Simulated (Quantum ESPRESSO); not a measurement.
# FePt (Tetraferroplatinum): orders under volume

Wanted: the trend of the moments of FePt (Tetraferroplatinum) with volume.

Method: PBE; plane waves with GBRV 1.5 PBE potentials, no spin-orbit coupling, in Quantum ESPRESSO 7.5.

## Step 1: The structure

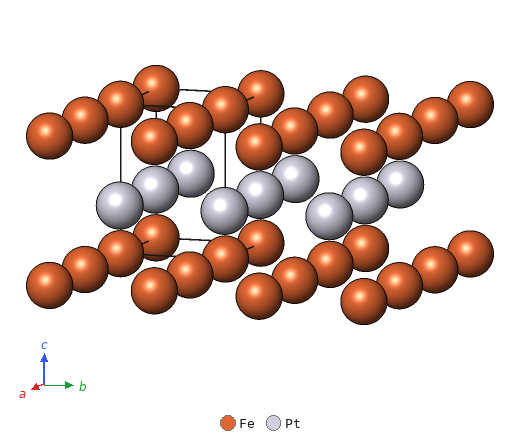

The starting structure, seen slightly off an axis (iron orange, platinum light grey). 3×3×1 cells are drawn. Some periodic images of atoms are drawn too.

The cell comes from the Crystallography Open Database.

## Step 2: Volume 0.92, ferro +

All lengths scale alike; the factor is that of the volume. Atoms keep their fractional places. Seeded atoms are those given a starting moment.

pw.in reads:

```
&CONTROL
  calculation = 'scf'
  prefix = 'pwscf'
  outdir = './tmp'
  pseudo_dir = './pseudo'
  disk_io = 'nowf'
  tprnfor = .true.
  tstress = .true.
/
&SYSTEM
  ibrav = 0
  nat = 2
  ntyp = 2
  ecutwfc = 40
  ecutrho = 280
  nbnd = 24
  occupations = 'smearing'
  smearing = 'fd'
  degauss = 0.00367493
  nspin = 2
  starting_magnetization(1) = 0.175
  starting_magnetization(2) = 0
/
&ELECTRONS
  conv_thr = 4d-09
  electron_maxstep = 150
  mixing_beta = 0.3
/
ATOMIC_SPECIES
Fe     55.8450 fe_pbe_v1.5.uspp.F.UPF
Pt    195.0840 pt_pbe_v1.4.uspp.F.UPF
CELL_PARAMETERS bohr
   5.0055928593    0.0000000000    0.0000000000
   0.0000000000    5.0055928593    0.0000000000
   0.0000000000    0.0000000000    6.8370866299
ATOMIC_POSITIONS crystal
Fe      0.0000000000    0.0000000000    0.0000000000
Pt      0.5000000000    0.5000000000    0.5000000000
K_POINTS automatic
10 10 10 0 0 0
```

Command:

```sh
$ OMP_NUM_THREADS=1 mpirun -n 2 pw.x -nk 2 -in pw.in > pw.out
```

What it wrote:

```text
Program PWSCF v.7.5 starts

     Message from routine setup:
     using ibrav=0 with symmetry is DISCOURAGED, use correct ibrav instead

     K-points division:     npool     =       2
     Subspace diagonalization in iterative solution of the eigenvalue problem:

     bravais-lattice index     =            0
     lattice parameter (alat)  =       5.0056  a.u.
     unit-cell volume          =     171.3098 (a.u.)^3
     number of atoms/cell      =            2
     number of atomic types    =            2
     number of electrons       =        32.00
     number of Kohn-Sham states=           24
     kinetic-energy cutoff     =      40.0000  Ry
     charge density cutoff     =     280.0000  Ry
     scf convergence threshold =      4.0E-09
     mixing beta               =       0.3000
     number of iterations used =            8  plain     mixing
     Exchange-correlation=  SLA  PW   PBX  PBC
                           (   1   4   3   4   0   0   0)

     celldm(1)=   5.005593  celldm(2)=   0.000000  celldm(3)=   0.000000
     celldm(4)=   0.000000  celldm(5)=   0.000000  celldm(6)=   0.000000

     crystal axes: (cart. coord. in units of alat)
               a(1) = (   1.000000   0.000000   0.000000 )
               a(2) = (   0.000000   1.000000   0.000000 )
               a(3) = (   0.000000   0.000000   1.365889 )

     reciprocal axes: (cart. coord. in units 2 pi/alat)
               b(1) = (  1.000000  0.000000  0.000000 )
               b(2) = (  0.000000  1.000000  0.000000 )
               b(3) = (  0.000000  0.000000  0.732124 )

     PseudoPot. # 1 for Fe read from file:
     fe_pbe_v1.5.uspp.F.UPF
     Pseudo is Ultrasoft + core correction, Zval = 16.0

     PseudoPot. # 2 for Pt read from file:
     pt_pbe_v1.4.uspp.F.UPF
     Pseudo is Ultrasoft + core correction, Zval = 16.0

     atomic species   valence    mass     pseudopotential
     Fe               16.00    55.84500     Fe( 1.00)
     Pt               16.00   195.08400     Pt( 1.00)

     Starting magnetic structure
     atomic species   magnetization
     Fe              0.175
     Pt              0.000

     16 Sym. Ops., with inversion, found

   Cartesian axes

     site n.     atom                  positions (alat units)
         1        Fe     tau(   1) = (   0.0000000   0.0000000   0.0000000  )
         2        Pt     tau(   2) = (   0.5000000   0.5000000   0.6829447  )

     number of k points=   126  Fermi-Dirac smearing, width (Ry)=  0.0037

     Number of k-points >= 100: set verbosity='high' to print them.

     Dense  grid:    13501 G-vectors     FFT dimensions: (  27,  27,  40)

     Smooth grid:     5839 G-vectors     FFT dimensions: (  24,  24,  27)

     Check: negative core charge=   -0.000029
     Generating pointlists ...
     new r_m :   0.4055 (alat units)  2.0298 (a.u.) for type    1
     new r_m :   0.4055 (alat units)  2.0298 (a.u.) for type    2

     Initial potential from superposition of free atoms

     starting charge      30.5000, renormalised to      32.0000

     negative rho (up, down):  9.786E-02 9.795E-02
     Starting wfcs are   25 randomized atomic wfcs

     Self-consistent Calculation

     iteration #  1     ecut=    40.00 Ry     beta= 0.30
     Davidson diagonalization with overlap
     ethr =  1.00E-02,  avg # of iterations =  4.3

     negative rho (up, down):  9.100E-02 9.099E-02

     total energy              =    -458.94342528 Ry
     estimated scf accuracy    <       7.22187761 Ry

     total magnetization       =     0.81 Bohr mag/cell
     absolute magnetization    =     0.97 Bohr mag/cell

     iteration #  2     ecut=    40.00 Ry     beta= 0.30
     Davidson diagonalization with overlap
     ethr =  1.00E-02,  avg # of iterations =  2.1

     negative rho (up, down):  9.168E-02 9.167E-02

     total energy              =    -460.12171419 Ry
     estimated scf accuracy    <      11.57251357 Ry

     total magnetization       =     0.81 Bohr mag/cell
     absolute magnetization    =     0.91 Bohr mag/cell

     [... further iterations left out ...]

     iteration # 13     ecut=    40.00 Ry     beta= 0.30
     Davidson diagonalization with overlap
     ethr =  6.67E-10,  avg # of iterations =  1.6

     negative rho (up, down):  9.103E-02 8.690E-02

     total energy              =    -461.06390754 Ry
     estimated scf accuracy    <       0.00000001 Ry

     total magnetization       =     3.25 Bohr mag/cell
     absolute magnetization    =     3.40 Bohr mag/cell

     iteration # 14     ecut=    40.00 Ry     beta= 0.30
     Davidson diagonalization with overlap
     ethr =  3.94E-11,  avg # of iterations =  1.7

     negative rho (up, down):  9.103E-02 8.690E-02

     Magnetic moment per site  (integrated on atomic sphere of radius R)
     atom   1 (R=0.406)  charge= 14.6950  magn=  2.8779
     atom   2 (R=0.406)  charge= 13.6315  magn=  0.4149

     End of self-consistent calculation

     Number of k-points >= 100: set verbosity='high' to print the bands.

     the Fermi energy is    22.1584 ev

!    total energy              =    -461.06390757 Ry
     estimated scf accuracy    <          1.3E-09 Ry
     smearing contrib. (-TS)   =      -0.00074339 Ry
     internal energy E=F+TS    =    -461.06316418 Ry

     The total energy is F=E-TS. E is the sum of the following terms:
     one-electron contribution =    -130.15924718 Ry
     hartree contribution      =      90.91192087 Ry
     xc contribution           =     -86.34682730 Ry
     ewald contribution        =    -335.46901057 Ry

     total magnetization       =     3.25 Bohr mag/cell
     absolute magnetization    =     3.40 Bohr mag/cell

     convergence has been achieved in  14 iterations

     negative rho (up, down):  9.103E-02 8.690E-02

     Forces acting on atoms (cartesian axes, Ry/au):

     atom    1 type  1   force =     0.00000000    0.00000000    0.00000000
     atom    2 type  2   force =     0.00000000    0.00000000    0.00000000

     Total force =     0.000000     Total SCF correction =     0.000000

     Computing stress (Cartesian axis) and pressure

     negative rho (up, down):  9.103E-02 8.690E-02
          total   stress  (Ry/bohr**3)                   (kbar)     P=      260.76
   0.00178030   0.00000000   0.00000000          261.89        0.00        0.00
   0.00000000   0.00178030   0.00000000            0.00      261.89        0.00
   0.00000000   0.00000000   0.00175714            0.00        0.00      258.48

=------------------------------------------------------------------------------=
   JOB DONE.
=------------------------------------------------------------------------------=
```

The job ended after 25 s (2 MPI ranks of Intel Xeon 6975P-C (Granite Rapids), shared host; peak memory 0.24 GiB; 50 s of CPU time).

Spin moment in the atom's sphere by atom:

| atom | spin moment in the atom's sphere (μB) |
| --- | --- |
| Fe1 | 2.88 |
| Pt2 | 0.41 |

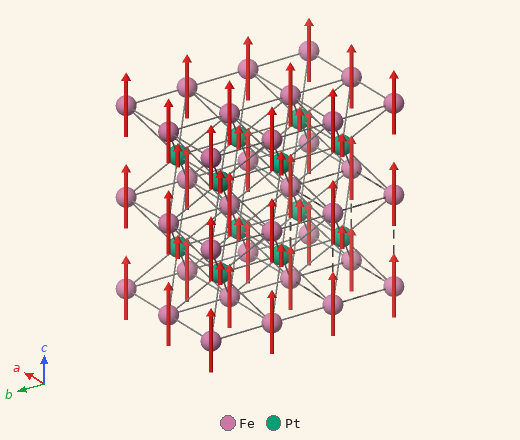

Spin moment in the atom's sphere as arrows, the longest 2.88 μB. Up and down stand for the sign. Arrows give size and sign along the axis of quantisation, drawn up and down the page. Each arrow also spans its atom, so small moments look longer than they are. 2×3×2 cells are drawn. Some periodic images of atoms are drawn too.

Numbers from this step:

```
smearing term TS       : 0.01011 eV
pressure               : 26.08 GPa
magnetization          : 3.247 μB
absolute magnetization : 3.398 μB
final state            : ferromagnetic
```

## Step 3: Volume 0.92, antiferro q=(0,1/2,0) +-

The wavevector q is in fractions of the reciprocal vectors of the crystal's primitive cell, as the cells of these inputs are built from it; moments change sign between cells as cos(2π q·R).

pw.in reads:

```
&CONTROL
  calculation = 'scf'
  prefix = 'pwscf'
  outdir = './tmp'
  pseudo_dir = './pseudo'
  disk_io = 'nowf'
  tprnfor = .true.
  tstress = .true.
/
&SYSTEM
  ibrav = 0
  nat = 4
  ntyp = 3
  ecutwfc = 40
  ecutrho = 280
  nbnd = 42
  occupations = 'smearing'
  smearing = 'fd'
  degauss = 0.00367493
  nspin = 2
  starting_magnetization(1) = 0.175
  starting_magnetization(2) = -0.175
  starting_magnetization(3) = 0
/
&ELECTRONS
  conv_thr = 8d-09
  electron_maxstep = 150
  mixing_beta = 0.3
/
ATOMIC_SPECIES
Fe1    55.8450 fe_pbe_v1.5.uspp.F.UPF
Fe2    55.8450 fe_pbe_v1.5.uspp.F.UPF
Pt    195.0840 pt_pbe_v1.4.uspp.F.UPF
CELL_PARAMETERS bohr
   5.0055928593    0.0000000000    0.0000000000
   0.0000000000   10.0111857186    0.0000000000
   0.0000000000    0.0000000000    6.8370866299
ATOMIC_POSITIONS crystal
Fe1     0.0000000000    0.0000000000    0.0000000000
Fe2     0.0000000000    0.5000000000    0.0000000000
Pt      0.5000000000    0.2500000000    0.5000000000
Pt      0.5000000000    0.7500000000    0.5000000000
K_POINTS automatic
10 5 10 0 0 0
```

What it wrote:

```text
     [... lines left out ...]
Program PWSCF v.7.5 starts
     [... lines left out ...]
     number of atoms/cell      =            4
     [... lines left out ...]
     number of electrons       =        64.00
     number of Kohn-Sham states=           42
     kinetic-energy cutoff     =      40.0000  Ry
     charge density cutoff     =     280.0000  Ry
     scf convergence threshold =      8.0E-09
     [... lines left out ...]
      8 Sym. Ops., with inversion, found
     [... lines left out ...]
     number of k points=   108  Fermi-Dirac smearing, width (Ry)=  0.0037
     [... lines left out ...]
     iteration # 16     ecut=    40.00 Ry     beta= 0.30
     [... lines left out ...]
     Magnetic moment per site  (integrated on atomic sphere of radius R)
     atom   1 (R=0.406)  charge= 14.7002  magn=  2.7535
     atom   2 (R=0.406)  charge= 14.7002  magn= -2.7535
     atom   3 (R=0.406)  charge= 13.6181  magn= -0.0000
     atom   4 (R=0.406)  charge= 13.6181  magn= -0.0000
     [... lines left out ...]
     the Fermi energy is    22.3512 ev
!    total energy              =    -922.12829563 Ry
     estimated scf accuracy    <          6.4E-09 Ry
     smearing contrib. (-TS)   =      -0.00211057 Ry
     [... lines left out ...]
     total magnetization       =    -0.00 Bohr mag/cell
     absolute magnetization    =     5.89 Bohr mag/cell
     convergence has been achieved in  16 iterations
     [... lines left out ...]
     Total force =     0.000005     Total SCF correction =     0.000049
     [... lines left out ...]
          total   stress  (Ry/bohr**3)                   (kbar)     P=      227.67
     [... lines left out ...]
```

It took 85 s on 2 MPI ranks; peak memory 0.43 GiB.

Spin moment in the atom's sphere by atom:

| atom | spin moment in the atom's sphere (μB) |
| --- | --- |
| Fe1 | 2.75 |
| Fe2 | -2.75 |
| Pt3 | 0.00 |
| Pt4 | 0.00 |

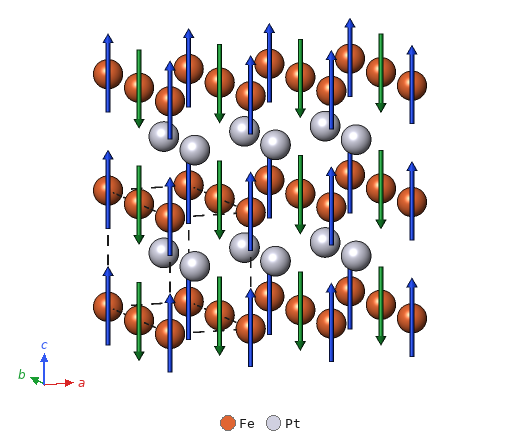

Spin moment in the atom's sphere as arrows, the longest 2.75 μB. Up and down stand for the sign. Arrows give size and sign along the axis of quantisation, drawn up and down the page. The two directions have two colours. 3×1×2 cells are drawn. Some periodic images of atoms are drawn too.

This step gave:

```
smearing term TS       : 0.02872 eV
pressure               : 22.77 GPa
magnetization          : 0 μB
absolute magnetization : 5.889 μB
final state            : antiferromagnetic
```

## Step 4: Volume 0.92, no spin polarisation

pw.in reads:

```
&CONTROL
  calculation = 'scf'
  prefix = 'pwscf'
  outdir = './tmp'
  pseudo_dir = './pseudo'
  disk_io = 'nowf'
  tprnfor = .true.
  tstress = .true.
/
&SYSTEM
  ibrav = 0
  nat = 2
  ntyp = 2
  ecutwfc = 40
  ecutrho = 280
  nbnd = 23
  occupations = 'smearing'
  smearing = 'fd'
  degauss = 0.00367493
/
&ELECTRONS
  conv_thr = 4d-09
  electron_maxstep = 150
  mixing_beta = 0.3
/
ATOMIC_SPECIES
Fe     55.8450 fe_pbe_v1.5.uspp.F.UPF
Pt    195.0840 pt_pbe_v1.4.uspp.F.UPF
CELL_PARAMETERS bohr
   5.0055928593    0.0000000000    0.0000000000
   0.0000000000    5.0055928593    0.0000000000
   0.0000000000    0.0000000000    6.8370866299
ATOMIC_POSITIONS crystal
Fe      0.0000000000    0.0000000000    0.0000000000
Pt      0.5000000000    0.5000000000    0.5000000000
K_POINTS automatic
10 10 10 0 0 0
```

What it wrote:

```text
     [... lines left out ...]
Program PWSCF v.7.5 starts
     [... lines left out ...]
     number of atoms/cell      =            2
     [... lines left out ...]
     number of electrons       =        32.00
     number of Kohn-Sham states=           23
     kinetic-energy cutoff     =      40.0000  Ry
     charge density cutoff     =     280.0000  Ry
     scf convergence threshold =      4.0E-09
     [... lines left out ...]
     16 Sym. Ops., with inversion, found
     [... lines left out ...]
     number of k points=   126  Fermi-Dirac smearing, width (Ry)=  0.0037
     [... lines left out ...]
     iteration # 14     ecut=    40.00 Ry     beta= 0.30
     [... lines left out ...]
     the Fermi energy is    22.0675 ev
!    total energy              =    -461.02369582 Ry
     estimated scf accuracy    <          3.9E-10 Ry
     smearing contrib. (-TS)   =      -0.00217560 Ry
     [... lines left out ...]
     convergence has been achieved in  14 iterations
     [... lines left out ...]
     Total force =     0.000000     Total SCF correction =     0.000000
     [... lines left out ...]
          total   stress  (Ry/bohr**3)                   (kbar)     P=       62.21
     [... lines left out ...]
```

Run time: 12 s. Hardware: 2 MPI ranks; peak memory 0.2 GiB; 24 s of CPU time.

This step gave:

```
smearing term TS : 0.02960 eV
pressure         : 6.221 GPa
final state      : non-magnetic (no spin polarisation)
```

## Step 5: Volume 1.08, ferro +

pw.in: that of step 4 with these lines changed.

```diff
@@ -15,3 +15,3 @@
   ecutrho = 280
-  nbnd = 23
+  nbnd = 24
   occupations = 'smearing'
@@ -19,2 +19,5 @@
   degauss = 0.00367493
+  nspin = 2
+  starting_magnetization(1) = 0.175
+  starting_magnetization(2) = 0
 /
@@ -29,5 +32,5 @@
 CELL_PARAMETERS bohr
-   5.0055928593    0.0000000000    0.0000000000
-   0.0000000000    5.0055928593    0.0000000000
-   0.0000000000    0.0000000000    6.8370866299
+   5.2804082203    0.0000000000    0.0000000000
+   0.0000000000    5.2804082203    0.0000000000
+   0.0000000000    0.0000000000    7.2124540406
 ATOMIC_POSITIONS crystal
```

What it wrote:

```text
     [... lines left out ...]
Program PWSCF v.7.5 starts
     [... lines left out ...]
     number of atoms/cell      =            2
     [... lines left out ...]
     number of electrons       =        32.00
     number of Kohn-Sham states=           24
     kinetic-energy cutoff     =      40.0000  Ry
     charge density cutoff     =     280.0000  Ry
     scf convergence threshold =      4.0E-09
     [... lines left out ...]
     16 Sym. Ops., with inversion, found
     [... lines left out ...]
     number of k points=   126  Fermi-Dirac smearing, width (Ry)=  0.0037
     [... lines left out ...]
     iteration # 15     ecut=    40.00 Ry     beta= 0.30
     [... lines left out ...]
     Magnetic moment per site  (integrated on atomic sphere of radius R)
     atom   1 (R=0.406)  charge= 14.7346  magn=  3.1337
     atom   2 (R=0.406)  charge= 13.9563  magn=  0.3990
     [... lines left out ...]
     the Fermi energy is    18.1466 ev
!    total energy              =    -461.07454228 Ry
     estimated scf accuracy    <          6.5E-10 Ry
     smearing contrib. (-TS)   =      -0.00070831 Ry
     [... lines left out ...]
     total magnetization       =     3.46 Bohr mag/cell
     absolute magnetization    =     3.66 Bohr mag/cell
     convergence has been achieved in  15 iterations
     [... lines left out ...]
     Total force =     0.000000     Total SCF correction =     0.000000
     [... lines left out ...]
          total   stress  (Ry/bohr**3)                   (kbar)     P=     -109.88
     [... lines left out ...]
```

It took 28 s on 2 MPI ranks; peak memory 0.26 GiB.

Read from the output:

* smearing term TS: 0.009637 eV
* pressure: -10.99 GPa
* magnetization: 3.456 μB
* absolute magnetization: 3.663 μB
* final state: ferromagnetic
* largest moment: 3.134 μB

(Part 1 of 2 ends here.)

[Logs and program files are shortened in this print: banners, set-up blocks, solver, clock and traceback lines can be left out without a mark of their own.]

[Logs are printed without paths, hosts, clocks, repeated set-up lines and the standing remarks that a program may print on its own settings, such as how far it seeks lower states.]

[Hosts, paths, dates, database ids (printed as entryN), source tags and the programs' standing remarks are cut or masked in the printed files.]

[Where a cell is said to come from a database of computed structures, the database is the Materials Project.]
